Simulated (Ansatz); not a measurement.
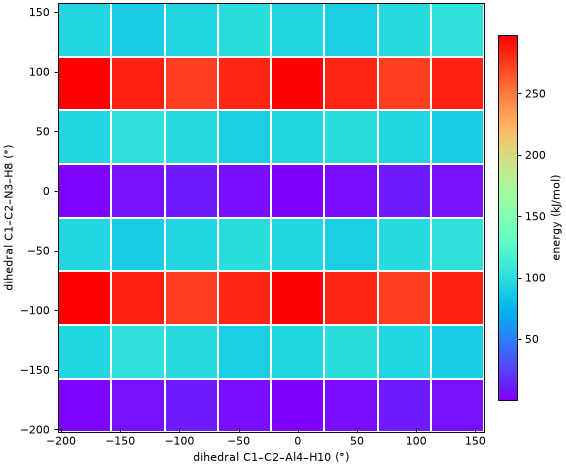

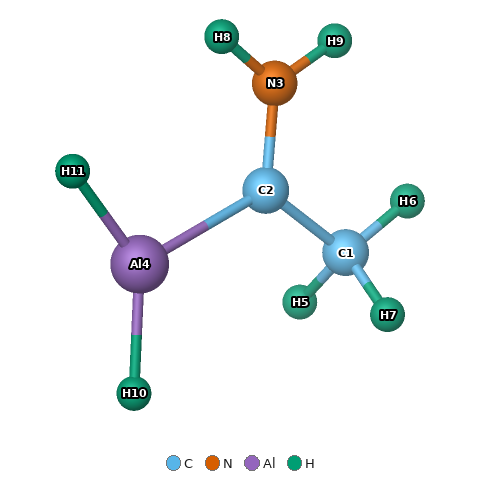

Energy landscape of C2H7AlN, charge +1. The first coordinate is: dihedral C1–C2–Al4–H10; the second: dihedral C1–C2–N3–H8. Nothing is relaxed (all other coordinates rigid). Grid: 8 × 8 points. Points are written as (first, second). Energies: kJ/mol, counted from the relaxed molecule at the same level. Energies and slopes of some neighbouring points disagree (a jump in structure or state, or too coarse a mesh). The dihedral twists a double bond; near 90° a spin-restricted reference is unreliable. Level of theory: RKS r2SCAN-D4/def2-TZVP in Ansatz.

In the figure: one coloured cell a grid point. The second picture is the structure at the lowest point.

### Describe this landscape.

The lowest grid point is at (0°, −180°), 0 kJ/mol from the relaxed molecule at the same level. Other grid points that lie below all their neighbours: (0°, 0°) (0.16 kJ/mol higher); (−180°, −180°) (2.1 kJ/mol higher); (−180°, 0°) (2.2 kJ/mol higher). The highest grid point, (−180°, −90°), lies 297 kJ/mol above the lowest.

Grid values (kJ/mol):

```csv
"dihedral C1–C2–N3–H8 ↓, dihedral C1–C2–Al4–H10 →",−180,−135,−90,−45,0,45,90,135
135,94,88,93,99,93,90,97,102
90,297,284,273,283,296,283,274,284
45,94,102,97,90,93,99,94,89
0,2,7,10,6,0,6,10,7
−45,94,89,94,99,93,90,97,102
−90,297,284,274,283,296,283,273,284
−135,94,102,97,90,93,99,93,88
−180,2,7,11,6,0,6,11,7
```

Time for the 64 points that were run: 14 min on 1 thread of Arm Neoverse V1, on a shared host.
